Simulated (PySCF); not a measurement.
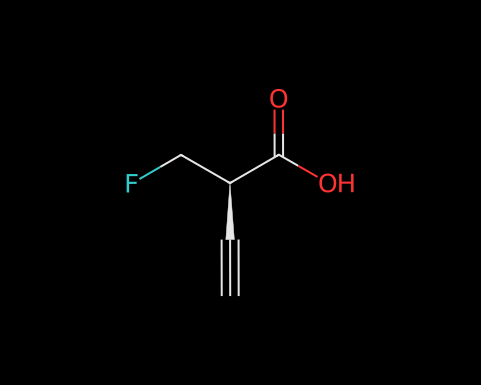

Transcribe the drawing into SMILES.

Answer. C#C[C@@H](CF)C(=O)O

Give the formula, hydrogens included.

Answer. C5H5FO2.

An optimisation with GFN2-xTB gave a structure of which point group?

Answer. C1.

More results for the same structure follow; atom numbers are the same in all pictures, views and colours differ. The geometry was computed by an optimisation with GFN2-xTB. No frequency run is at hand to confirm it as a minimum.

## Shape

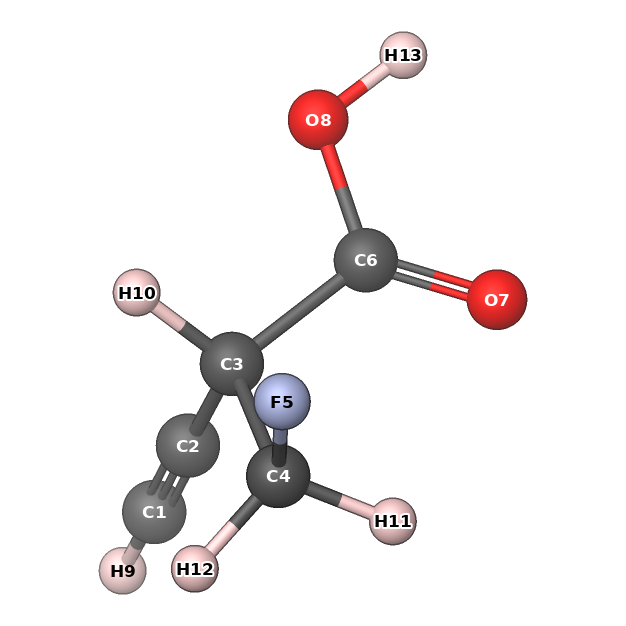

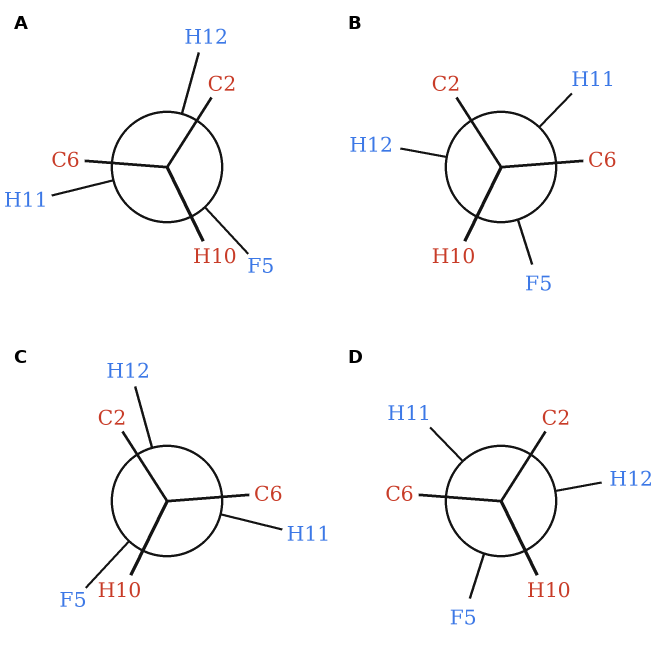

Atoms fade into the background with distance from the viewer. Bonds that would overlap in a projection are set slightly apart. No frequency run is at hand to confirm it as a minimum.

Which Newman projection shows the view along C3–C4, with C3 in front?

Answer. B. The torsion angle C6–C3–C4–F5 is 77°, synclinal (gauche).

## Spin–spin coupling

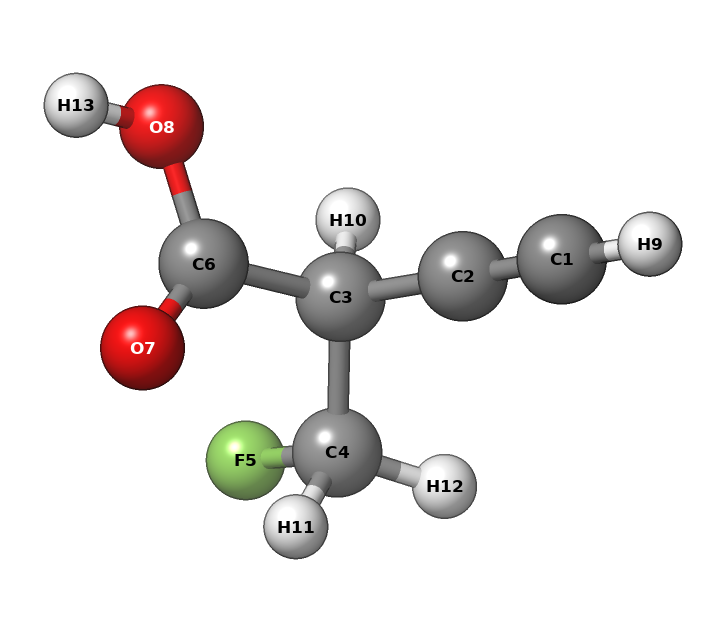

No frequency run is at hand to confirm it as a minimum. Method: B3LYP/pcJ-1 indirect spin-spin coupling, non-relativistic, gas phase (PySCF 2.14.0). Isotopes: 13C, 19F, 1H, 17O.

Give the spin–spin coupling constants of these pairs, with the number of bonds between them: C4/F5, C3/F5, F5/H11, F5/H12, C2/F5, F5/C6, F5/H10.

```json
{"pair": "C4, F5", "bonds apart": "1", "J (Hz)": "−232.4"}
{"pair": "C3, F5", "bonds apart": "2", "J (Hz)": "26.6"}
{"pair": "F5, H11", "bonds apart": "2", "J (Hz)": "51.4"}
{"pair": "F5, H12", "bonds apart": "2", "J (Hz)": "52.6"}
{"pair": "C2, F5", "bonds apart": "3", "J (Hz)": "17.1"}
{"pair": "F5, C6", "bonds apart": "3", "J (Hz)": "−1.4"}
{"pair": "F5, H10", "bonds apart": "3", "J (Hz)": "13.8"}
```

Density functionals are unreliable for couplings to fluorine, so those rows may be far off.

## Electronic properties

No frequency run is at hand to confirm it as a minimum. Level of theory: B3LYP/pcJ-1, gas phase (PySCF 2.14.0).

What is the HOMO–LUMO gap?

Answer. 7.31 eV.

Estimate the dipole moment.

Answer. 1.98 D.

What is the HOMO energy (Kohn–Sham orbital)?

Answer. −7.87 eV.

## Quadrupole coupling

No frequency run is at hand to confirm it as a minimum. Electric field gradients from the ground-state density, B3LYP/pcJ-1 (PySCF 2.14.0), non-relativistic apart from any core potentials.

Give the largest field-gradient component, the quadrupole coupling constant and the asymmetry for 17O at O7 (Q = −25.6 mb), 17O at O8 (Q = −25.6 mb), 2H at H9 (Q = 2.86 mb), 2H at H10 (Q = 2.86 mb), 2H at H11 (Q = 2.86 mb), 2H at H12 (Q = 2.86 mb).

```tsv
atom	V_zz (a.u.)	e²qQ/h (MHz)	η
O7	−1.544	9.29	0.19
O8	1.627	−9.78	0.41
H9	0.383	0.257	0.00
H10	0.277	0.186	0.02
H11	0.271	0.182	0.08
H12	0.277	0.186	0.07
```
